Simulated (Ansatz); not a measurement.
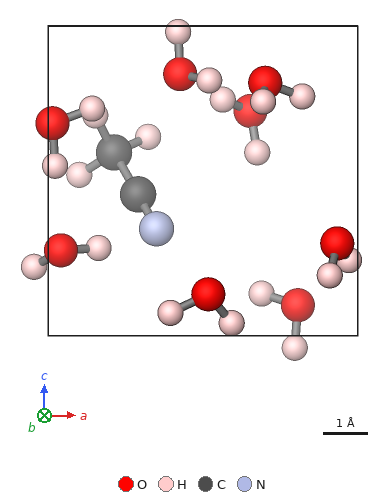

Starting frame of a dynamics run of a periodic cell with 8 H2O + 1 CH3CN at 0.855 g/cm³. Style: ball-and-stick. Shown: the simulation cell, along the b axis.

Computed with Ansatz, DFT PBE-D3(BJ), scalar-relativistic, plane waves, PAW.

Input
```yaml
crystal:
  lattice:
    - [7.11181, 0.0, 0.0]
    - [0.0, 7.11181, 0.0]
    - [0.0, 0.0, 7.11181]
  atoms:
    - { symbol: O, position: [0.51727253, 0.0354949, 0.13370734] }
    - { symbol: H, position: [0.39507465, 0.02184415, 0.07373705] }
    - { symbol: H, position: [0.59276816, 0.10687842, 0.0407467] }
    - { symbol: O, position: [0.04173955, 0.45435294, 0.27554665] }
    - { symbol: H, position: [0.16289593, 0.52236039, 0.2832546] }
    - { symbol: H, position: [-0.04543986, 0.54881971, 0.22243388] }
    - { symbol: O, position: [0.93358104, 0.07095609, 0.29803734] }
    - { symbol: H, position: [0.97151006, 0.19160947, 0.24395159] }
    - { symbol: H, position: [0.90942792, -0.01696193, 0.19472391] }
    - { symbol: O, position: [0.70106504, 0.19840607, 0.81649236] }
    - { symbol: H, position: [0.82048528, 0.25707641, 0.77240913] }
    - { symbol: H, position: [0.69401905, 0.07499314, 0.75580185] }
    - { symbol: O, position: [0.80646968, 0.7464149, 0.09847994] }
    - { symbol: H, position: [0.68935256, 0.8119733, 0.13601832] }
    - { symbol: H, position: [0.79638881, 0.74299857, -0.03898325] }
    - { symbol: O, position: [0.42654521, 0.47381019, 0.84454428] }
    - { symbol: H, position: [0.4199566, 0.48481564, 0.98069587] }
    - { symbol: H, position: [0.52023649, 0.37227422, 0.8240956] }
    - { symbol: O, position: [0.01423983, 0.38901794, 0.68585272] }
    - { symbol: H, position: [0.02257473, 0.40747439, 0.54874522] }
    - { symbol: H, position: [0.14226656, 0.40528335, 0.73302429] }
    - { symbol: O, position: [0.65349935, 0.78688157, 0.7255112] }
    - { symbol: H, position: [0.67526634, 0.76352723, 0.59182174] }
    - { symbol: H, position: [0.56392396, 0.68657836, 0.76216909] }
    - { symbol: C, position: [0.21304361, 0.93242096, 0.59169559] }
    - { symbol: C, position: [0.29062378, 0.80162156, 0.45630981] }
    - { symbol: "N", position: [0.35014557, 0.69644748, 0.34520668] }
    - { symbol: H, position: [0.32312395, 1.02837859, 0.64203292] }
    - { symbol: H, position: [0.10083508, 1.01231156, 0.51936777] }
    - { symbol: H, position: [0.15239832, 0.85504404, 0.71117605] }
basis:
  ecutwfc: 420.0
kpoints:
  mp_grid: { grid: [1, 1, 1] }
hamiltonian:
  xc: pbe
  dispersion: d3bj
scf:
  occupations: { method: fermi_dirac, width: 0.02 }
  lower_state_search: "off"
md:
  timestep: 0.5
  n_steps: 300
  ensemble: nvt_langevin
  temperature: 250.0
  initial_velocities: maxwell_boltzmann
  seed: 828534
  friction: 0.02
```

Command:
```bash
ansatz run input.yaml --threads 1 --pin off --max-ram 3072MiB --backend cpu --events-out ev --progress --plain --runs-dir out
```

**What does the trajectory do?**

Over the second half the temperature averages 236 K (spread ±23 K). The potential energy in the second half lies on average 20.8 meV per atom above the first frame. Root-mean-square distances from the starting positions over the second half, with the common drift of all atoms taken out: H 0.42 Å, N 0.33 Å, O 0.30 Å, C 0.27 Å. The heavy atoms stay within a fraction of a molecule's size of their starting places; so short a run doesn't tell a liquid from a solid.

Along the run (each row but the first and the last is the mean over the interval that it begins):

```csv
time (fs),potential energy (meV/atom),T (K)
0.0,0.0,242
18.5,19.8,214
37.0,26.9,202
55.5,23.6,216
74.0,22.5,216
92.5,19.3,244
111.0,20.3,242
129.5,21.1,243
148.0,23.0,225
```

The paths of the atoms:

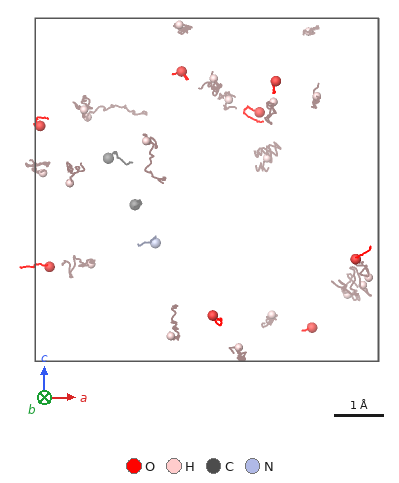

Limits of the set-up: the periodic images lie only 7.1 Å apart, so the values are limited by the cell's size.

The run took 9.7 min on 1 thread of Arm Neoverse V1, on a shared host, peak memory 0.4 GiB.
